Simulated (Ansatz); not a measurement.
**Zn2CdBi2, from a guessed structure to a relaxed one**

Starting from a made-up structure for Zn2CdBi2, the aim is the relaxed cell, its shortest contacts and, where a second run follows, its electronic structure.

Method: DFT, r2SCAN, plane-wave PAW, files of the set soft_1, scalar-relativistic, no spin, cell and ions relaxed at zero pressure; PAW set soft_1, in Ansatz 0.2.0.

## 1. The starting structure

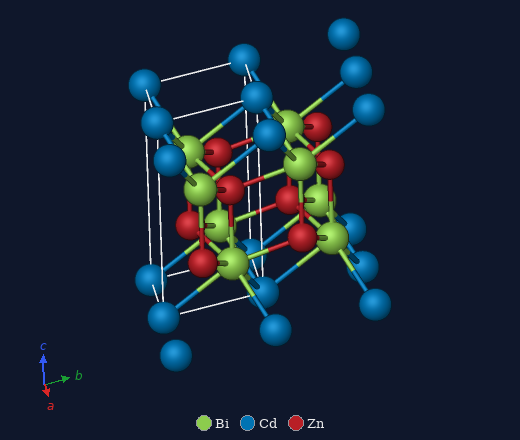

The cell as given, slightly off an axis (bismuth green, cadmium blue, zinc red). 2×2×1 cells are drawn. Bonds to atoms that aren't drawn are left out. Some periodic images of atoms are drawn too.

Coordinates:

```cif
data_structure
_symmetry_space_group_name_H-M 'P-3m1'
_symmetry_Int_Tables_number 164
_cell_length_a 4.3590
_cell_length_b 4.3590
_cell_length_c 7.2780
_cell_angle_alpha 90.000
_cell_angle_beta 90.000
_cell_angle_gamma 120.000
_cell_volume 119.76
loop_
_atom_site_label
_atom_site_type_symbol
_atom_site_symmetry_multiplicity
_atom_site_Wyckoff_symbol
_atom_site_fract_x
_atom_site_fract_y
_atom_site_fract_z
_atom_site_occupancy
Bi1 Bi 2 d 0.66667 0.33333 0.74390 1
Cd1 Cd 1 a 0.00000 0.00000 0.00000 1
Zn1 Zn 2 d 0.66667 0.33333 0.36700 1
```

## 2. Relaxation of the guess

The guessed cell has no reason to be at equilibrium. It is relaxed with the atoms, within the space group of the guess.

Contents of input.yaml:

```yaml
crystal:
  lattice:
    - [4.359, 0.0, 0.0]
    - [-2.1795, 3.775004735, 0.0]
    - [0.0, 0.0, 7.278]
  atoms:
    - { symbol: Bi, position: [0.666666667, 0.333333333, 0.7439] }
    - { symbol: Bi, position: [0.333333333, 0.666666667, 0.2561] }
    - { symbol: Cd, position: [0.0, 0.0, 0.0] }
    - { symbol: Zn, position: [0.666666667, 0.333333333, 0.367] }
    - { symbol: Zn, position: [0.333333333, 0.666666667, 0.633] }
kpoints:
  mp_grid: { grid: [7, 7, 4] }
scf:
  occupations: { method: fermi_dirac, width: 0.05 }
hamiltonian:
  xc: r2scan
  pseudopotentials: { kind: paw, azcp: { folder: soft_1 } }
relax:
  f_tol: 0.015
  max_steps: 70
  cell: {}
output:
  forces: true
  stress: true
```

Started as:

```console
> ansatz run input.yaml --threads 4 --pin off --max-ram 8192MiB --backend cpu --events-out ev --progress --plain --runs-dir out
```

Numbers of over 12 decimals in the logs are rounded to 6 here.

What it wrote:

```text
Engine: ansatz 0.2.0, aarch64-unknown-linux-gnu
Pseudopotentials: kind: paw
Pseudopotential: Bi, paw, valence charge 15, recommended cutoff 500 eV (meta_gga), soft_1/Bi.paw.azcp
Pseudopotential: Cd, paw, valence charge 20, recommended cutoff 500 eV (meta_gga), soft_1/Cd.paw.azcp
Pseudopotential: Zn, paw, valence charge 12, recommended cutoff 500 eV (meta_gga), soft_1/Zn.paw.azcp
Functional definition: r2SCAN
  parameter k0 = 0.174
  parameter k1 = 0.065
  parameter a1 = 4.9479
  exchange = r2scan_x(k0 = k0, k1 = k1, a1 = a1)
  correlation = r2scan_c
Crystal: 5 atoms, lattice volume = 119.761 Å³
Basis set: ecut = 500 eV, 3021 PW (Γ), exchange–correlation on 128×128×216 points (64 copies of the dense FFT grid, shifted against one another)
Bands: 45, of which v1, the nominal top of the filled ones, is band 37 counted from 1 (36 counted from 0)
Symmetry: 12 space group operations
Space group: P-3m1 (ITA 164), of the structure as read, at distance tolerance 4.9e-5 Å
k-points: 28 of 196
Non-local potential: Bi, projectors of the file, l = 0: 2, l = 1: 2, l = 2: 2, l = 3: 1
Non-local potential: Cd, projectors of the file, l = 0: 3, l = 1: 2, l = 2: 2, l = 3: 1
Non-local potential: Zn, projectors of the file, l = 0: 2, l = 1: 2, l = 2: 3, l = 3: 1
PAW form: soft (Blöchl's): semilocal exchange-correlation on the pseudo side does not see the compensation charge
PAW frozen core: Bi, regenerated for the run's functional (the file was generated under x = pbe(κ = 0.804, μ = 0.219515), c = pbe(β = 0.066725))
PAW frozen core: Cd, regenerated for the run's functional (the file was generated under x = pbe(κ = 0.804, μ = 0.219515), c = pbe(β = 0.066725))
PAW frozen core: Zn, regenerated for the run's functional (the file was generated under x = pbe(κ = 0.804, μ = 0.219515), c = pbe(β = 0.066725))
PAW one-centre angular grid: Bi, 590 points (default); XC on 160 Gauss nodes
PAW one-centre angular grid: Cd, 590 points (default); XC on 160 Gauss nodes
PAW one-centre angular grid: Zn, 590 points (default); XC on 160 Gauss nodes
Initial density: superposition of atomic densities (chi_scale 0.1, normalization cell, long waves kept (reshape's long-wave potential 0.00 eV rms))
Initial wavefunctions: pseudopotential atomic-orbital guess
Functional: x = r2scan, c = r2scan; τ floored in thin density (d = 2e-4 eV/Å³)
iter 1 solved again at ethr=6.34e-4 eV; its pass at ethr=3.10e-3 eV (dr2=4.69e-1 eV) is discarded
SCF iter   1: F=—  HF=-39745.108114 eV  |F-HF|=—  |Δ(HF+E_count)|=         —  Δρ=2.52e-2  dr2=4.76e-1  dr2_τ=2.32e-2  ethr=6.34e-4  ⟨swp⟩=1.9  Hψ=7208  notcnv=0
preconditioner: auto → LDOS  [insulator: Δε(μ)=0.117 eV  Ē_g=16.208 eV  σ=0.050 eV  W_gap=0.51  n_scr=34 (ndim 8)  ℏωp=27.6 eV  f_vac=0.015  D(μ)=0.78/eV (n_scr^D=2)  ε∞_Penn≈3.9  β→1.0]
SCF iter   2: F=—  HF=-39745.399448 eV  |F-HF|=—  |Δ(HF+E_count)|=   2.91e-1  Δρ=1.53e-2  dr2=2.82e-1  dr2_τ=3.67e-3  ethr=6.34e-4  ⟨swp⟩=3.2  Hψ=2738  notcnv=0
SCF iter   3: F=—  HF=-39745.329452 eV  |F-HF|=—  |Δ(HF+E_count)|=   7.00e-2  Δρ=1.04e-2  dr2=9.25e-2  dr2_τ=6.88e-4  ethr=3.81e-4  ⟨swp⟩=3.0  Hψ=2724  notcnv=0  defer=51
SCF iter   4: F=—  HF=-39745.303698 eV  |F-HF|=—  |Δ(HF+E_count)|=   2.58e-2  Δρ=2.53e-3  dr2=8.24e-3  dr2_τ=1.61e-4  ethr=1.25e-4  ⟨swp⟩=2.0  Hψ=2052  notcnv=0  defer=56
SCF iter   5: F=—  HF=-39745.301358 eV  |F-HF|=—  |Δ(HF+E_count)|=   2.34e-3  Δρ=6.94e-4  dr2=4.19e-4  dr2_τ=8.58e-6  ethr=1.11e-5  ⟨swp⟩=2.2  Hψ=2170  notcnv=0  defer=56
SCF iter   6: F=—  HF=-39745.301266 eV  |F-HF|=—  |Δ(HF+E_count)|=   9.14e-5  Δρ=1.29e-4  dr2=2.38e-5  dr2_τ=5.88e-7  ethr=5.67e-7  ⟨swp⟩=2.0  Hψ=2125  notcnv=0  defer=56
SCF iter   7: F=—  HF=-39745.301282 eV  |F-HF|=—  |Δ(HF+E_count)|=   1.58e-5  Δρ=3.79e-5  dr2=1.56e-6  dr2_τ=6.25e-8  ethr=3.21e-8  ⟨swp⟩=2.0  Hψ=2026  notcnv=0  defer=56
SCF iter   8: F=—  HF=-39745.301283 eV  |F-HF|=—  |Δ(HF+E_count)|=   7.35e-7  Δρ=1.02e-5  dr2=1.36e-7  dr2_τ=7.76e-9  ethr=2.10e-9  ⟨swp⟩=2.0  Hψ=2241  notcnv=0  defer=56
SCF iter   9: F=-39745.301283 eV  HF=-39745.301283 eV  |F-HF|=3.57e-9  |Δ(HF+E_count)|=   2.94e-8  Δρ=2.39e-6  dr2=5.15e-9  dr2_τ=1.92e-10  ethr=1.35e-10  ⟨swp⟩=4.0  Hψ=4037  notcnv=0
SCF 1 converged in 9 iterations: F = -39745.301283 eV  dr2 = 5.15e-9
  greatest PAW one-centre occupation: 1.002 electrons in one spin orbital (limit 2), on the Cd atom at site 2 (counted from 0), in its partial waves of l = 0
relax step   1: F+E_penalty+E_count = -39745.30128295 eV  Δ(F+E_penalty+E_count) = +0.000e0 eV  max|allowed force component| = 1.101e0 eV/Å  Δτ_max = 0.0000 Å  P = +7.252 GPa  Ω = 119.761 Å³  (9 SCF iters, dr2 threshold 1.00e-7 eV, accepted)
Crystal: 5 atoms, lattice volume = 136.516 Å³
Basis set: ecut = 500 eV, 3465 PW (Γ), exchange–correlation on 128×128×216 points (64 copies of the dense FFT grid, shifted against one another)
Initial density: handed on by an earlier stage of this run
Initial wavefunctions: those handed on with the density
iter 1 solved again at ethr=8.76e-5 eV; its pass at ethr=3.10e-3 eV (dr2=6.48e-2 eV) is discarded
SCF iter   1: F=—  HF=-39743.540052 eV  |F-HF|=—  |Δ(HF+E_count)|=         —  Δρ=7.46e-3  dr2=6.11e-2  dr2_τ=1.65e0  ethr=8.76e-5  ⟨swp⟩=2.8  Hψ=7578  notcnv=0
preconditioner: auto → LDOS  [metal: Δε(μ)=0.068 eV  Ē_g=15.668 eV  σ=0.050 eV  W_gap=0.32  n_scr=34 (ndim 8)  ℏωp=25.8 eV  f_vac=0.052  D(μ)=1.27/eV (n_scr^D=2)  β→1.0]
SCF iter   2: F=—  HF=-39745.706350 eV  |F-HF|=—  |Δ(HF+E_count)|=    2.17e0  Δρ=1.19e-2  dr2=1.97e-1  dr2_τ=1.63e-3  ethr=8.26e-5  ⟨swp⟩=3.9  Hψ=3439  notcnv=0  recentre
SCF iter   3: F=—  HF=-39745.642048 eV  |F-HF|=—  |Δ(HF+E_count)|=   6.43e-2  Δρ=3.67e-3  dr2=2.13e-2  dr2_τ=1.97e-4  ethr=8.26e-5  ⟨swp⟩=3.0  Hψ=2708  notcnv=0  defer=54
SCF iter   4: F=—  HF=-39745.644962 eV  |F-HF|=—  |Δ(HF+E_count)|=   2.91e-3  Δρ=2.66e-3  dr2=8.06e-3  dr2_τ=1.41e-4  ethr=2.87e-5  ⟨swp⟩=2.0  Hψ=2301  notcnv=0  defer=54
SCF iter   5: F=—  HF=-39745.643716 eV  |F-HF|=—  |Δ(HF+E_count)|=   1.25e-3  Δρ=6.90e-4  dr2=9.61e-4  dr2_τ=2.04e-5  ethr=1.09e-5  ⟨swp⟩=2.0  Hψ=1687  notcnv=0  defer=54
SCF iter   6: F=—  HF=-39745.643624 eV  |F-HF|=—  |Δ(HF+E_count)|=   9.23e-5  Δρ=4.37e-4  dr2=5.85e-4  dr2_τ=2.42e-6  ethr=1.30e-6  ⟨swp⟩=1.2  Hψ=1627  notcnv=0  defer=54
SCF iter   7: F=—  HF=-39745.643524 eV  |F-HF|=—  |Δ(HF+E_count)|=   9.98e-5  Δρ=2.10e-4  dr2=1.17e-4  dr2_τ=4.81e-7  ethr=7.91e-7  ⟨swp⟩=2.1  Hψ=1428  notcnv=0  defer=54
SCF iter   8: F=—  HF=-39745.643519 eV  |F-HF|=—  |Δ(HF+E_count)|=   5.00e-6  Δρ=6.91e-5  dr2=1.31e-5  dr2_τ=5.18e-8  ethr=1.59e-7  ⟨swp⟩=2.2  Hψ=2047  notcnv=0  defer=54
[...]
SCF iter   2: F=—  HF=-39745.746693 eV  |F-HF|=—  |Δ(HF+E_count)|=   2.61e-1  Δρ=3.62e-3  dr2=5.47e-2  dr2_τ=6.12e-4  ethr=3.52e-5  ⟨swp⟩=3.8  Hψ=2725  notcnv=0
SCF iter   3: F=—  HF=-39745.735640 eV  |F-HF|=—  |Δ(HF+E_count)|=   1.11e-2  Δρ=1.58e-3  dr2=5.58e-3  dr2_τ=4.23e-5  ethr=3.52e-5  ⟨swp⟩=2.3  Hψ=1894  notcnv=0  defer=2
SCF iter   4: F=—  HF=-39745.735726 eV  |F-HF|=—  |Δ(HF+E_count)|=   8.53e-5  Δρ=4.57e-4  dr2=4.58e-4  dr2_τ=6.82e-6  ethr=7.54e-6  ⟨swp⟩=2.0  Hψ=1689  notcnv=0  defer=2
SCF iter   5: F=—  HF=-39745.735824 eV  |F-HF|=—  |Δ(HF+E_count)|=   9.89e-5  Δρ=3.82e-4  dr2=1.48e-4  dr2_τ=2.72e-6  ethr=6.19e-7  ⟨swp⟩=2.0  Hψ=2179  notcnv=0  defer=2
SCF iter   6: F=—  HF=-39745.735771 eV  |F-HF|=—  |Δ(HF+E_count)|=   5.39e-5  Δρ=8.27e-5  dr2=1.71e-5  dr2_τ=2.16e-7  ethr=2.00e-7  ⟨swp⟩=2.0  Hψ=1798  notcnv=0  defer=2
SCF iter   7: F=—  HF=-39745.735768 eV  |F-HF|=—  |Δ(HF+E_count)|=   2.59e-6  Δρ=2.11e-5  dr2=6.32e-7  dr2_τ=1.71e-8  ethr=2.31e-8  ⟨swp⟩=2.0  Hψ=2082  notcnv=0  defer=2
SCF iter   8: F=-39745.735768 eV  HF=-39745.735768 eV  |F-HF|=5.75e-9  |Δ(HF+E_count)|=   1.27e-7  Δρ=6.34e-6  dr2=7.44e-8  dr2_τ=2.47e-9  ethr=6.76e-10  ⟨swp⟩=5.0  Hψ=4642  notcnv=0
SCF 3 converged in 8 iterations: F = -39745.735768 eV  dr2 = 7.44e-8
relax step   3: F+E_penalty+E_count = -39745.73576811 eV  Δ(F+E_penalty+E_count) = -9.225e-2 eV  max|allowed force component| = 3.113e-1 eV/Å  Δτ_max = 0.0683 Å  P = -0.831 GPa  Ω = 133.268 Å³  energy of the carried Pulay correction = -4.139e-3 eV  (8 SCF iters, dr2 threshold 5.00e-7 eV, accepted)
[...]
relax step   4: F+E_penalty+E_count = -39745.77503417 eV  Δ(F+E_penalty+E_count) = -3.927e-2 eV  max|allowed force component| = 1.993e-1 eV/Å  Δτ_max = 0.1918 Å  P = +1.007 GPa  Ω = 128.092 Å³  energy of the carried Pulay correction = -2.606e-3 eV  (8 SCF iters, dr2 threshold 5.00e-7 eV, accepted)
[...]
relax step   5: F+E_penalty+E_count = -39745.79147141 eV  Δ(F+E_penalty+E_count) = -1.644e-2 eV  max|allowed force component| = 7.286e-2 eV/Å  Δτ_max = 0.0470 Å  P = -0.134 GPa  Ω = 130.408 Å³  energy of the carried Pulay correction = -3.300e-3 eV  (7 SCF iters, dr2 threshold 5.00e-7 eV, accepted)
[...]
relax step   6: F+E_penalty+E_count = -39745.79362154 eV  Δ(F+E_penalty+E_count) = -2.150e-3 eV  max|allowed force component| = 2.810e-2 eV/Å  Δτ_max = 0.0109 Å  P = -0.049 GPa  Ω = 130.461 Å³  energy of the carried Pulay correction = -3.316e-3 eV  (6 SCF iters, dr2 threshold 5.00e-7 eV, accepted)
[...]
relax step   7: F+E_penalty+E_count = -39745.79393280 eV  Δ(F+E_penalty+E_count) = -3.113e-4 eV  max|allowed force component| = 3.049e-3 eV/Å  Δτ_max = 0.0056 Å  P = -0.021 GPa  Ω = 130.285 Å³  energy of the carried Pulay correction = -3.263e-3 eV  (7 SCF iters, dr2 threshold 4.93e-8 eV, accepted)
Basis set: ecut = 500 eV, 3269 PW (Γ), exchange–correlation on 144×144×240 points (64 copies of the dense FFT grid, shifted against one another)
Initial wavefunctions: pseudopotential atomic-orbital guess (no wavefunctions were taken with the density)
iter 1 solved again at ethr=1.88e-7 eV; its pass at ethr=3.10e-3 eV (dr2=1.39e-4 eV) is discarded
SCF iter   1: F=—  HF=-39745.797429 eV  |F-HF|=—  |Δ(HF+E_count)|=         —  Δρ=3.17e-4  dr2=1.40e-5  dr2_τ=3.83e-5  ethr=1.88e-7  ⟨swp⟩=3.1  Hψ=9132  notcnv=0
preconditioner: auto → LDOS  [metal: Δε(μ)=0.010 eV  Ē_g=15.825 eV  σ=0.050 eV  W_gap=0.05  n_scr=36 (ndim 8)  ℏωp=26.4 eV  f_vac=0.033  D(μ)=1.58/eV (n_scr^D=2)  β→1.0]
SCF iter   2: F=—  HF=-39745.798184 eV  |F-HF|=—  |Δ(HF+E_count)|=   7.56e-4  Δρ=1.56e-4  dr2=1.98e-5  dr2_τ=1.04e-7  ethr=1.90e-8  ⟨swp⟩=2.0  Hψ=2304  notcnv=0
SCF iter   3: F=—  HF=-39745.798172 eV  |F-HF|=—  |Δ(HF+E_count)|=   1.18e-5  Δρ=1.95e-4  dr2=2.58e-5  dr2_τ=1.21e-7  ethr=1.90e-8  ⟨swp⟩=2.0  Hψ=1906  notcnv=0
SCF iter   4: F=—  HF=-39745.798157 eV  |F-HF|=—  |Δ(HF+E_count)|=   1.53e-5  Δρ=3.24e-5  dr2=7.60e-7  dr2_τ=3.52e-9  ethr=1.90e-8  ⟨swp⟩=2.0  Hψ=1667  notcnv=0
SCF iter   5: F=—  HF=-39745.798119 eV  |F-HF|=—  |Δ(HF+E_count)|=   3.77e-5  Δρ=4.39e-6  dr2=2.09e-8  dr2_τ=3.58e-10  ethr=1.03e-9  ⟨swp⟩=2.0  Hψ=1702  notcnv=0
SCF iter   6: F=—  HF=-39745.798119 eV  |F-HF|=—  |Δ(HF+E_count)|=   3.59e-9  Δρ=6.01e-7  dr2=5.10e-10  dr2_τ=1.57e-11  ethr=2.82e-11  ⟨swp⟩=2.0  Hψ=1902  notcnv=0
SCF iter   7: F=-39745.798119 eV  HF=-39745.798119 eV  |F-HF|=2.18e-11  |Δ(HF+E_count)|=  2.18e-11  Δρ=1.53e-7  dr2=3.19e-11  dr2_τ=3.99e-12  ethr=1.00e-12  ⟨swp⟩=3.0  Hψ=5246  notcnv=0
SCF 8 converged in 7 iterations: F = -39745.798119 eV  dr2 = 3.19e-11
relax step   8: F+E_penalty+E_count = -39745.79811934 eV  Δ(F+E_penalty+E_count) = -4.187e-3 eV  max|allowed force component| = 3.012e-3 eV/Å  Δτ_max = 0.0000 Å  P = +0.001 GPa  Ω = 130.285 Å³  stress off target by 8.17e-3 GPa  SCF on the basis re-selected at this cell (its energy is not comparable with the rows above)  (7 SCF iters)
basis re-selected at this cell: Δ(F+E_penalty+E_count) = -4.187e-3 eV, ΔP = +0.022 GPa vs the last step (what re-selecting the basis moved, of the pressure what is left beyond the Pulay correction that the steps carried, after the strain that the cell walked since its last selection, with what the two solves' SCF thresholds leave and, on support functions, any second-order correction that the steps lacked; it is no measure of the basis error at this ecutwfc). The dense FFT grid was sized anew with the basis: this SCF ran on 36×36×60 points, the steps before it on 32×32×54, so part of this shift can come from that change (see relax.cell in the input reference). [rest of the remark cut]
SCF converged after 7 iterations
Free energy (F): -39745.798119 eV
Harris-Foulkes:  -39745.798119 eV  (|F-HF|=2.18e-11)
Internal energy: -39745.785196 eV  (E = F + TS)
E sigma→0 (E₀):  -39745.791658 eV
Entropy (-TS):   -0.012923 eV (-2.585 meV/atom)
Fermi energy:    9.952483 eV
--- Per-component energies (eV) ---
  E_band       = -667.723645
  E_kinetic    = 1241.486056
  E_local      = -10207.947071  (includes V_loc(G=0)·N_el)
  E_nonlocal   = 2586.042407
  E_hartree    = 4166.582448
  E_xc         = -565.714315
  E_vxc        = -597.656403  (∫ρ·V_xc dr)
  E_paw        = -29332.309491  (= ΣΔE_a)
  E_vpaw       = -2061.776416  (= ΣTr[D̂ρ^β])
  E_aug_tail   = 0.000433  (compensation charges beyond the density's cutoff)
  E_vtau       = 38.962670  (kinetic-family band-sum trace: ∫τ·v_τ [+ j·A + Jᵃ·Aᵃ] dr)
  E_ewald      = -7634.746388
  E_core_change = 0.820725  (= ΣΔE_core)
  E_smearing   = -0.012923  (= −TS)
  E_closure    = 0.000000  (closes the sum)
  Σ components = -39745.798119   (vs F -39745.798119, Δ=0.00e0)
--- Forces (eV/Å), atoms counted from 1 ---
  atom   1  Bi     0.00000000     0.00000000     0.00301212
  atom   2  Bi    -0.00000000    -0.00000000    -0.00301212
  atom   3  Cd    -0.00000000     0.00000000     0.00000000
  atom   4  Zn     0.00000000    -0.00000000    -0.00006339
  atom   5  Zn     0.00000000     0.00000000     0.00006339
  max |Σ_I F_I| component: 4.63e-18 eV/Å
--- Stress (GPa, compression-positive) ---
       -0.002441       0.000000       0.000000
        0.000000      -0.002441      -0.000000
        0.000000      -0.000000       0.008170
  P = ⅓ Tr σ = 0.0011 GPa (0.011 kbar)
--- Relaxed structure (7 steps of the walk, 7 accepted, 1 SCFs on fresh bases) ---
  F+E_penalty+E_count = -39745.79811934 eV   max|allowed force component| = 3.012e-3 eV/Å   (the final SCF, on the basis selected at the relaxed cell)
  cell:  # Å, volume = 130.2854 Å³
    - [4.415245, 0, 1.181452645583305e-17]
    - [-2.207623, 3.823714, -5.9072632279165446e-18]
    - [1.9726112307100363e-17, 0, 7.717122]
  atoms:
    - { symbol: Bi, position: [0.666667, 0.333333, 0.762627] }
    - { symbol: Bi, position: [0.333333, 0.666667, 0.237373] }
    - { symbol: Cd, position: [0, 0, 8.580660227420318e-19] }
    - { symbol: Zn, position: [0.666667, 0.333333, 0.400491] }
    - { symbol: Zn, position: [0.333333, 0.666667, 0.599509] }
```

The job ended after 39 s (4 threads of Arm Neoverse V2, shared host; peak memory 0.96 GiB).

Relaxation path:

```csv
step,energy less that of the first step (eV),largest force component (eV/Å),pressure (GPa),volume (Å³)
1,0.0000,1.1007,7.25,119.76
2,-0.3422,0.3443,-1.77,136.52
3,-0.4345,0.3113,-0.83,133.27
4,-0.4738,0.1993,1.01,128.09
5,-0.4902,0.0729,-0.13,130.41
6,-0.4923,0.0281,-0.05,130.46
7,-0.4927,0.0030,-0.02,130.29
8*,-0.4968,0.0030,0.00,130.29
```

Relaxation steps marked * repeat the geometry before them on a plane-wave basis chosen anew for their cell, so energy and pressure can jump there.

The run keeps the 12 symmetry operations that it works with, so distortions that break them were not tested.

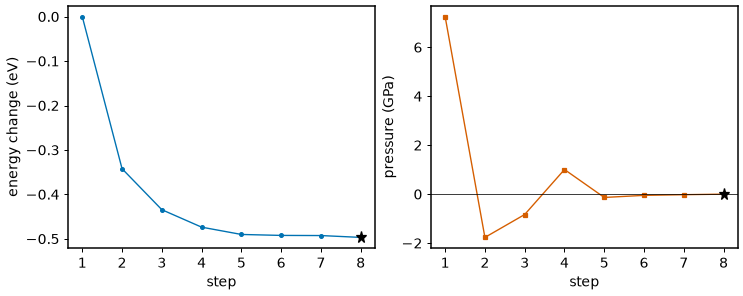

Energy and pressure along the relaxation. Stars mark steps on a basis chosen anew.

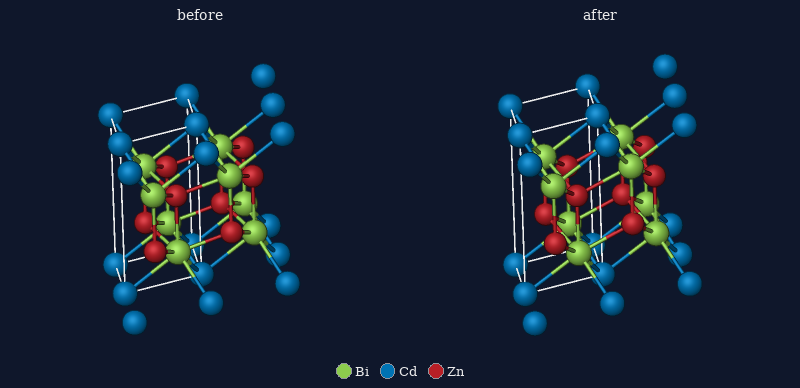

Before and after, at one scale. Bonds to atoms that aren't drawn are left out.

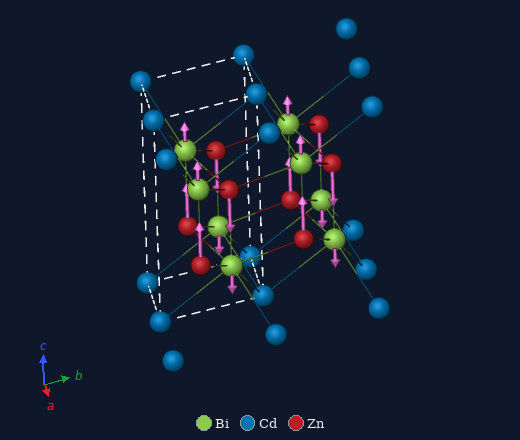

Displacements in the relaxation, exaggerated, measured against the changing cell; the longest in the cell stands for 0.26 Å. Bonds to atoms that aren't drawn are left out. 2×2×1 cells are drawn. Some periodic images of atoms are drawn too.

```csv
"conventional cell, symmetrised",before,after,change
a (Å),4.359,4.415,+1.3 %
b (Å),4.359,4.415,+1.3 %
c (Å),7.278,7.717,+6.0 %
volume (Å³/atom),23.95,26.06,+8.8 %
```

The atoms that moved most (Å, as changes of fractional coordinates times the final cell):

```csv
atom,dx,dy,dz,length
Zn4,0.000,0.000,0.258,0.258
Zn5,0.000,0.000,-0.258,0.258
Bi1,0.000,0.000,0.145,0.145
Bi2,0.000,0.000,-0.145,0.145
```

The relaxed structure:

```xyz
5
Lattice="4.4152 0.0000 0.0000 -2.2076 3.8237 0.0000 0.0000 0.0000 7.7171" Properties=species:S:1:pos:R:3 pbc="T T T"
Bi    2.2076    1.2746    5.8853
Bi    0.0000    2.5491    1.8318
Cd    0.0000    0.0000    0.0000
Zn    2.2076    1.2746    3.0906
Zn    0.0000    2.5491    4.6265
```

Numbers from this step:

- free energy: -39745.7981 eV
- energy at zero smearing: -39745.7917 eV
- smearing term TS: 0.01292 eV
- Fermi energy: 9.952 eV
- electrons: 74
- symmetry operations: 12
- pressure: 0.001096 GPa

Shortest distances by pair of elements, guess and relaxed (not always the same contact):

```csv
pair,guess (Å),relaxed (Å)
Bi–Zn,2.643,2.795
Zn–Zn,3.175,2.976
Bi–Cd,3.132,3.139
Cd–Zn,3.670,4.006
Bi–Bi,4.352,4.415
```

The relaxation ends with a largest force component of 0.0030 eV/Å and a pressure of 0.00 GPa.

## 3. What came out

```json
{
  "space group, relaxed": "P-3m1",
  "conventional cell": "a = 4.415, b = 4.415, c = 7.717 Å; α = 90.0°, β = 90.0°, γ = 120.0°",
  "volume per atom": "26.06 Å³ (guess 23.95)"
}
```

**Reading.** Zn2CdBi2 relaxes to P-3m1 with a = 4.415, b = 4.415 and c = 7.717 Å. The guessed volume was 8 % too small. The space group P-3m1 was held in the relaxation, so the end point is a stationary structure within it and may be a saddle against distortions or other arrangements. Mesh and cutoff weren't tested. Spin-orbit coupling is left out, which can matter for elements this heavy. No dispersion term is used, so weakly bound directions may come out too long. Nothing here tests whether the compound is stable against decomposition.

[Logs are printed without paths, hosts, clocks, repeated set-up lines and the standing remarks that a program may print on its own settings, such as how far it seeks lower states.]

[Hosts, paths, dates, database ids (printed as entryN), source tags and the programs' standing remarks are cut or masked in the printed files.]
